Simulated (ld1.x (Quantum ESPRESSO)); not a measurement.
**Potentials for Co that differ in a few settings**

Aim: generate and test one potential in full, then change a few of its settings and see what happens to hardness, ghosts and transferability.

The numbers are computed with ld1.x (Quantum ESPRESSO) 7.5 (PBE, scalar-relativistic, spin-unpolarised reference atom).

1 further run of the same task is left out (set aside as unsound or not needed).

### 1 The atom and the settings

The settings as typed:

- element: cobalt (Co, Z = 27)
- type: PAW
- frozen core: [Ar]
- valence charge: 9
- reference configuration: 3d7 4s2 4p0
- partial waves: 4s (bound): rcut 1.40, rcutus 1.95 bohr; 4s channel at 2.8 Ry: rcut 1.40, rcutus 1.95 bohr; 4p (bound, empty): rcut 3.25, rcutus 3.65 bohr; 4p channel at 0.75 Ry: rcut 3.25, rcutus 3.65 bohr; 3d (bound): rcut 0.70, rcutus 0.90 bohr; 3d channel at 3 Ry: rcut 0.70, rcutus 0.90 bohr
- local potential: all-electron potential smoothed inside 2.98 bohr (lloc = -1)
- core correction: Bessel-smoothed model core, default radius (core density twice the valence density)
- augmentation charge: BESSEL, radius 0.50 bohr

The nodes and maxima of the atom's own shells, from an earlier all-electron run, set the scale for the radii.

All-electron outer shells of the reference configuration (PBE, scalar-relativistic, ld1.x):

| shell | level (eV) | outermost node (bohr) | outermost maximum (bohr) |
| --- | --- | --- | --- |
| 3s | -102.40 | 0.31 | 0.66 |
| 3p | -65.64 | 0.28 | 0.68 |
| 3d | -8.20 | – | 0.66 |
| 4s | -5.47 | 0.96 | 2.32 |
| 4p | -1.28 | 1.05 | 3.25 |

### 2 The first potential

Co.in reads:

```
 &input
   title='Co', zed=27., rel=1, dft='PBE', iswitch=3,
   config='[Ar] 3d7 4s2 4p0',
   nld=3, rlderiv=3.95, eminld=-3.0, emaxld=5.0, deld=0.02
 /
 &inputp
   pseudotype=3, lpaw=.true., tm=.true., lloc=-1, rcloc=2.98,
   nlcc=.true., new_core_ps=.true.,
   which_augfun='BESSEL', rmatch_augfun=0.50,
   file_pseudopw='Co.UPF', file_wfcaegen='ae.wfc', file_wfcncgen='nc.wfc', file_beta='beta', file_chi='chi', file_wfcusgen='us.wfc'
 /
6
4S  1  0   2.00   0.00  1.40  1.95  0.0
4S  1  0   0.00   2.80  1.40  1.95  0.0
4P  2  1   0.00   0.00  3.25  3.65  0.0
4P  2  1   0.00   0.75  3.25  3.65  0.0
3D  3  2   7.00   0.00  0.70  0.90  0.0
3D  3  2   0.00   3.00  0.70  0.90  0.0
 &test
   configts(1)='3d7 4s2 4p0'
 /
```

Run with:

```sh
$ ld1.x < Co.in > Co.out
```

The output, Co.out (without the banner and most projector matrices):

```text
     Program LD1 v.7.5
     --------------------------- All-electron run ----------------------------

     Co
     scalar relativistic calculation

     atomic number is 27.00
     dft =PBE   lsd =0 sic =0 latt =0  beta=0.20 tr2=1.0E-14
     Exchange-correlation= PBE
                           (   1   4   3   4   0   0   0)
     mesh =1193 r(mesh) =  99.89935 a.u. xmin = -7.00 dx = 0.01250
     1 Ry =  13.60569312 eV, c = 137.03599908

     n l     nl                  e(Ry)          e(Ha)          e(eV)
     1 0     1S 1( 2.00)      -558.0826      -279.0413     -7593.1006
     2 0     2S 1( 2.00)       -66.0755       -33.0378      -899.0036
     2 1     2P 1( 6.00)       -56.5897       -28.2948      -769.9416
     3 0     3S 1( 2.00)        -7.5266        -3.7633      -102.4044
     3 1     3P 1( 6.00)        -4.8242        -2.4121       -65.6364
     3 2     3D 1( 7.00)        -0.6030        -0.3015        -8.2040
     4 0     4S 1( 2.00)        -0.4020        -0.2010        -5.4697
     4 1     4P 1( 0.00)        -0.0938        -0.0469        -1.2766

     final scf error:  8.6E-15 reached in  32 iterations

     Etot =   -2786.294851 Ry,   -1393.147426 Ha,  -37909.472698 eV

     Ekin =    2822.267919 Ry,    1411.133959 Ha,   38398.911213 eV
     Encl =   -6674.713191 Ry,   -3337.356595 Ha,  -90814.099355 eV
     Eh   =    1184.776043 Ry,     592.388022 Ha,   16119.699266 eV
     Exc  =    -118.625623 Ry,     -59.312811 Ha,   -1613.983821 eV

     normalization and overlap integrals

     s(1S/1S) =  1.000000  <r> =   0.0562  <r2> =    0.0042  r(max) =   0.0366
     s(2S/2S) =  1.000000  <r> =   0.2555  <r2> =    0.0770  r(max) =   0.2131
     s(2P/2P) =  1.000000  <r> =   0.2250  <r2> =    0.0622  r(max) =   0.1723
     s(3S/3S) =  1.000000  <r> =   0.7736  <r2> =    0.6913  r(max) =   0.6648
     s(3P/3P) =  1.000000  <r> =   0.8160  <r2> =    0.7864  r(max) =   0.6816
     s(3D/3D) =  1.000000  <r> =   1.0711  <r2> =    1.5569  r(max) =   0.6648
     s(4S/4S) =  1.000000  <r> =   2.8937  <r2> =    9.7888  r(max) =   2.3202
     s(4P/4P) =  1.000000  <r> =   4.4224  <r2> =   23.7598  r(max) =   3.2517

     ------------------------ End of All-electron run ------------------------

     --------------------- Generating PAW atomic setup --------------------

      Generating local potential from pseudized AE potential:
      Matching radius rcloc =   2.9800

      Local pseudo, rcloc= 3.017 Estimated cut-off energy=     2.68 Ry

      Computing core charge for nlcc:

       r > 0.44 : true rho core
      Core charge pseudized with two Bessel functions
      Integrated core pseudo-charge :  11.61
      Wfc-us  4S rcutus= 1.972  Estimated cut-off energy=    10.84 Ry
      Wfc-us  4S rcutus= 1.972  Estimated cut-off energy=    16.34 Ry
      Wfc-us  4P rcutus= 3.685  Estimated cut-off energy=     5.60 Ry
      Wfc-us  4P rcutus= 3.685  Estimated cut-off energy=     9.70 Ry
      Wfc-us  3D rcutus= 0.909  Estimated cut-off energy=   136.91 Ry
      Wfc-us  3D rcutus= 0.909  Estimated cut-off energy=   154.44 Ry

     Required augmentation: BESSEL   radius:    0.500000
     Suggested rho cutoff for augmentation: 389.43 Ry

     Estimated PAW energy = -161.451168 Ryd

     The PAW screened D coefficients
     0.16646     0.29438     0.00000     0.00000     0.00000     0.00000
     0.29438     0.46931     0.00000     0.00000     0.00000     0.00000
     0.00000     0.00000     0.05559     0.06467     0.00000     0.00000
     0.00000     0.00000     0.06467     0.06608     0.00000     0.00000
     0.00000     0.00000     0.00000     0.00000    -9.23281    -5.66905
     0.00000     0.00000     0.00000     0.00000    -5.66905    -4.37032

     The PAW descreened D coefficients (US)
     0.02021     0.03804     0.00000     0.00000     0.00000     0.00000
     0.03804     0.03766     0.00000     0.00000     0.00000     0.00000
     0.00000     0.00000    -0.28521    -0.38188     0.00000     0.00000
     0.00000     0.00000    -0.38188    -0.55080     0.00000     0.00000
     0.00000     0.00000     0.00000     0.00000    -8.91820    -5.37832
     0.00000     0.00000     0.00000     0.00000    -5.37832    -4.11116

     ------------------- End of pseudopotential generation -------------------

     [... the all-electron block is printed once more ...]


     Computing logarithmic derivative in   3.94691
     Computing logarithmic derivative in   3.94691
     Computing the partial wave expansion
     R is outside the sphere for l=    0 j= 0.00
     R is outside the sphere for l=    0 j= 0.00
     R is outside the sphere for l=    1 j= 0.00
     R is outside the sphere for l=    1 j= 0.00
     R is outside the sphere for l=    2 j= 0.00
     R is outside the sphere for l=    2 j= 0.00

     ---------------------- Testing the pseudopotential ----------------------

     Co
     scalar relativistic calculation

     atomic number is 27.00   valence charge is  9.00
     dft = SLA  PW   PBX  PBC   lsd =0 sic =0 latt =0  beta=0.20 tr2=1.0E-14
     mesh =1193 r(mesh) =  99.89935 xmin = -7.00 dx = 0.01250

     n l     nl             e AE (Ry)        e PS (Ry)    De AE-PS (Ry)
     3 2     3D   1( 7.00)       -0.60298       -0.60298        0.00000
     1 0     4S   1( 2.00)       -0.40202       -0.40202        0.00000
     2 1     4P   1( 0.00)       -0.09383       -0.09383        0.00000

     eps = 2.1E-15  iter =  4

     Etot =   -2786.294851 Ry,   -1393.147426 Ha,  -37909.472698 eV
     Etotps =  -161.451169 Ry,     -80.725585 Ha,   -2196.655065 eV

     Ekin =     116.789036 Ry,      58.394518 Ha,    1588.995782 eV
     Encl =    -215.349278 Ry,    -107.674639 Ha,   -2929.976184 eV
     Ehrt =      55.734694 Ry,      27.867347 Ha,     758.309138 eV
     Ecxc =    -118.625621 Ry,     -59.312811 Ha,   -1613.983800 eV
     (Ecc =     -29.019679 Ry,     -14.509839 Ha,    -394.832842 eV)

     ---------------------- End of pseudopotential test ----------------------
```

It took 1.5 s on 1 thread, shared host. This counts the later configuration tests of the new file too.

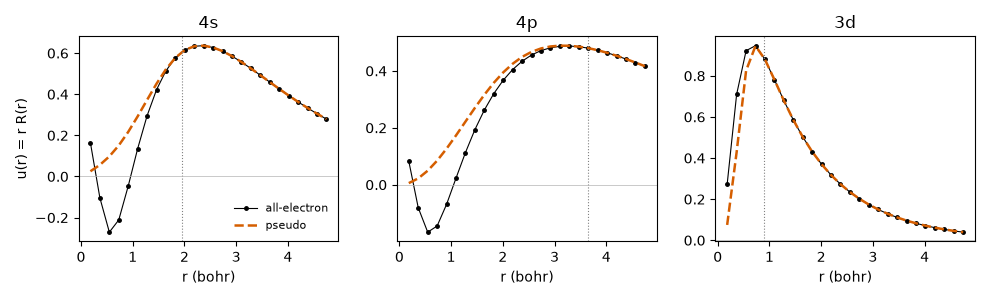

Bound waves of the atom and their pseudo partners (4s, 4p, 3d), with the matching radii dotted. The curves join 26 sampled radii, too few to resolve the innermost nodes.

### 3 Transferability test

Co.test.in reads:

```
 &input
   title='Co', zed=27., rel=1, dft='PBE', iswitch=2,
   config='[Ar] 3d7 4s2 4p0'
 /
 &test
   file_pseudo='Co.UPF', nconf=8,
   configts(1)='3d7 4s2 4p0',
   configts(2)='3d7 4s1 4p0',
   configts(3)='3d7 4s0 4p0',
   configts(4)='3d6 4s0 4p0',
   configts(5)='3d6 4s2 4p0',
   configts(6)='3d8 4s1 4p0',
   configts(7)='3d7.5 4s1.5 4p0',
   configts(8)='3d7 4s1 4p1'
 /
```

Run with:

```sh
$ ld1.x < Co.test.in > Co.test.out
```

Co.test.out, the pseudopotential blocks, each with the warnings that came before it:

```text
     ---------------------- Testing the pseudopotential ----------------------

     Co
     scalar relativistic calculation

     atomic number is 27.00   valence charge is  9.00
     dft =SLA  PW   PBX  PBC   lsd =0 sic =0 latt =0  beta=0.20 tr2=1.0E-14
     mesh =1193 r(mesh) =  99.89935 xmin = -7.00 dx = 0.01250

     n l     nl             e AE (Ry)        e PS (Ry)    De AE-PS (Ry)
     3 2     3D   1( 7.00)       -0.60298       -0.60298        0.00000
     1 0     4S   1( 2.00)       -0.40202       -0.40202        0.00000
     2 1     4P   1( 0.00)       -0.09383       -0.09383        0.00000

     eps = 2.1E-15  iter =  4

     Etot =   -2786.294851 Ry,   -1393.147426 Ha,  -37909.472698 eV
     Etotps =  -161.451169 Ry,     -80.725585 Ha,   -2196.655065 eV

     Ekin =     116.789036 Ry,      58.394518 Ha,    1588.995782 eV
     Encl =    -215.349278 Ry,    -107.674639 Ha,   -2929.976184 eV
     Ehrt =      55.734694 Ry,      27.867347 Ha,     758.309137 eV
     Ecxc =    -118.625621 Ry,     -59.312811 Ha,   -1613.983800 eV
     (Ecc =     -29.019679 Ry,     -14.509839 Ha,    -394.832842 eV)

     ---------------------- End of pseudopotential test ----------------------

     ---------------------- Testing the pseudopotential ----------------------

     Co
     [...]
     n l     nl             e AE (Ry)        e PS (Ry)    De AE-PS (Ry)
     3 2     3D   1( 7.00)       -1.24646       -1.24579       -0.00067
     1 0     4S   1( 1.00)       -0.93803       -0.93839        0.00036
     2 1     4P   1( 0.00)       -0.54886       -0.54913        0.00027

     eps = 9.1E-15  iter =  9

     Etot =   -2785.631149 Ry,   -1392.815574 Ha,  -37900.442564 eV
     Etotps =  -160.787254 Ry,     -80.393627 Ha,   -2187.622039 eV
     dEtot_ae =       0.663703 Ry
     dEtot_ps =       0.663915 Ry,   Delta E=      -0.000213 Ry

     [...]
     ---------------------- End of pseudopotential test ----------------------

     ---------------------- Testing the pseudopotential ----------------------

     Co
     [...]
     n l     nl             e AE (Ry)        e PS (Ry)    De AE-PS (Ry)
     3 2     3D   1( 7.00)       -1.98916       -1.98802       -0.00114
     1 0     4S   1( 0.00)       -1.53869       -1.53993        0.00124
     2 1     4P   1( 0.00)       -1.07841       -1.07964        0.00123

     eps = 2.6E-15  iter =  9

     Etot =   -2784.397424 Ry,   -1392.198712 Ha,  -37883.656885 eV
     Etotps =  -159.552663 Ry,     -79.776331 Ha,   -2170.824568 eV
     dEtot_ae =       1.897427 Ry
     dEtot_ps =       1.898507 Ry,   Delta E=      -0.001079 Ry

     [...]
     ---------------------- End of pseudopotential test ----------------------

     Warning: n=3, l=2 expected 0 nodes, found 1
     ---------------------- Testing the pseudopotential ----------------------

     Co
     [...]
     n l     nl             e AE (Ry)        e PS (Ry)    De AE-PS (Ry)
     3 2     3D   1( 6.00)       -3.31966       -3.36186        0.04220  !
     1 0     4S   1( 0.00)       -2.38146       -2.39127        0.00981  !
     2 1     4P   1( 0.00)       -1.82341       -1.85943        0.03602  !

     eps = 8.2E-15  iter =  8

     Etot =   -2781.761040 Ry,   -1390.880520 Ha,  -37847.787048 eV
     Etotps =  -156.899386 Ry,     -78.449693 Ha,   -2134.724903 eV
     dEtot_ae =       4.533812 Ry
     dEtot_ps =       4.551783 Ry,   Delta E=      -0.017971 Ry

     [...]
     ---------------------- End of pseudopotential test ----------------------

     ---------------------- Testing the pseudopotential ----------------------

     Co
     [...]
     n l     nl             e AE (Ry)        e PS (Ry)    De AE-PS (Ry)
     3 2     3D   1( 6.00)       -1.67487       -1.69017        0.01530  !
     1 0     4S   1( 2.00)       -1.06776       -1.07009        0.00234
     2 1     4P   1( 0.00)       -0.63474       -0.63337       -0.00137

     eps = 6.6E-15  iter = 17

     Etot =   -2785.179005 Ry,   -1392.589502 Ha,  -37894.290832 eV
     Etotps =  -160.328066 Ry,     -80.164033 Ha,   -2181.374464 eV
     dEtot_ae =       1.115847 Ry
     dEtot_ps =       1.123103 Ry,   Delta E=      -0.007257 Ry

     [...]
     ---------------------- End of pseudopotential test ----------------------
```

3 tests gave no usable energy difference (3d8 4s1 4p0; 3d7.5 4s1.5 4p0; 3d7 4s1 4p1); the test run stopped with "negative rho".

Energies count from the reference configuration 3d7 4s2 4p0; the error is all-electron less pseudo. A star marks tests that logged a warning.

| valence configuration | charge | ΔE all-electron (eV) | error AE − PS (meV) |
| --- | --- | --- | --- |
| 3d7 4s1 4p0 | +1 | 9.030 | -2.9 |
| 3d7 4s0 4p0 | +2 | 25.816 | -15 |
| 3d6 4s0 4p0 * | +3 | 61.686 | -245 |
| 3d6 4s2 4p0 | +1 | 15.182 | -99 |

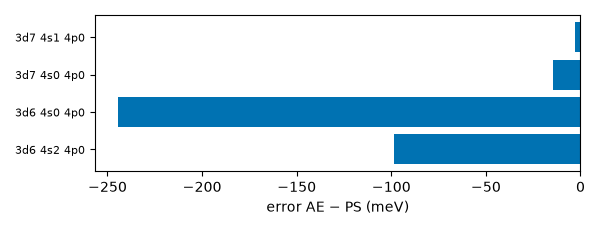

Error of the potential in each test configuration.

### 4 Logarithmic derivatives

Taken from the files of the generation run. The phase is arctan(r·u′/u) with u = r·R, unwrapped, with energies in Ry. A pole is an energy at which the radial function vanishes at the test radius. The pseudo phase is shifted by a multiple of π to meet the all-electron one at the reference energy. Levels narrower than the energy grid can be missing from the poles. The last column is the largest difference on the grid between −1 and +1 Ry.

| channel | radius (bohr) | reference (Ry) | poles AE | poles PS | window around the reference with phases within 0.05 rad (Ry) | largest difference near zero (rad) |
| --- | --- | --- | --- | --- | --- | --- |
| s | 3.95 | -0.40 | -0.12, 2.80 | -0.12, 2.80 | below 4.7 | 0.001 |
| p | 3.95 | -0.09 | 0.46, 3.47 | 0.46, 2.69 | below 1.3 | 0.004 |
| d | 3.95 | -0.60 | -0.59, 1.51, 4.67 | -0.59, 1.51, 4.70 | the whole range | 0.015 |

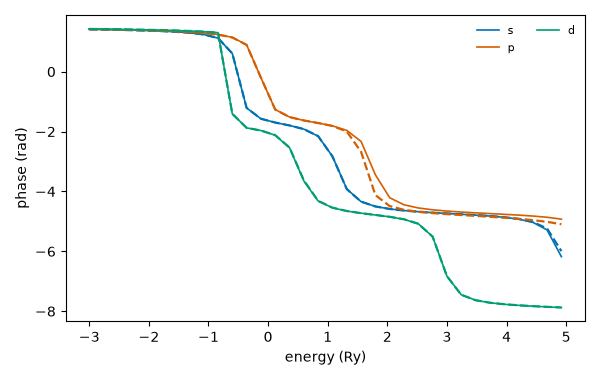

All-electron (solid) and pseudo (dashed) phases against energy.

(Part 1 of 2 ends here.)
